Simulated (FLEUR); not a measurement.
Band structure of Tc₃Ni (P6_3/mmc, 8 atoms in the cell).

```
Tc3Ni
1.0
    5.41678     0.00000     0.00000
   -2.70839     4.69107     0.00000
    0.00000     0.00000     4.37200
Ni Tc
2 6
Cartesian
  2.70839   1.56369   1.09300
  0.00000   3.12738   3.27900
  2.70839   3.13438   3.27900
  0.00000   1.55668   1.09300
 -1.36026   3.91272   1.09300
  4.06865   0.77834   3.27900
  1.34813   0.77834   3.27900
  1.36026   3.91272   1.09300
```

Computed with LDA (Perdew-Zunger), all-electron FLAPW (FLEUR), scalar-relativistic valence run with FLEUR.

Settings: Kmax = 4.2 1/bohr; GmaxXC = 14.7 1/bohr; xcFunctional = pz; jspins = 1; l_soc = F; mode = hist; fermiSmearingEnergy = 0.00734986 Htr; mesh (inpgen div1-3) = 5 5 5; inpgen gamma flag = false; Gmax = 14.7 1/bohr; numbands = 0; maxIterBroyd = 15; imix = Anderson; alpha = 0.05.

The starting cell comes from a database of computed structures (which also holds hypothetical and non-ambient phases and stackings), without a prior relaxation at this level. Its lattice was rescaled by a random factor within 2.5 % of one. Spin polarisation is off. Values depend on the basis (sphere radii, cutoffs, local orbitals), which need not be converged.

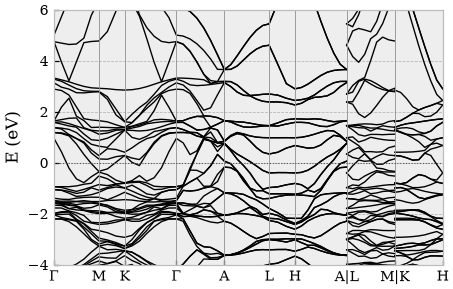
*Bands along the path, energies from the Fermi level.*

Levels in eV from the Fermi level, bands 58 to 65:
```tsv
point	58	59	60	61	62	63	64	65
Γ	-1.05	-0.94	-0.94	0.95	1.18	1.18	1.38	1.38
M	-1.07	-0.86	-0.52	-0.36	-0.34	0.15	0.28	0.65
K	-0.99	-0.81	-0.80	-0.80	0.28	0.28	0.41	1.28
A	0.06	0.76	0.76	0.76	0.76	0.85	0.85	0.85
L	-1.22	-0.97	-0.97	-0.40	-0.40	0.34	0.34	0.98
H	-1.23	-0.81	-0.81	-0.40	-0.40	0.68	0.68	0.98
```
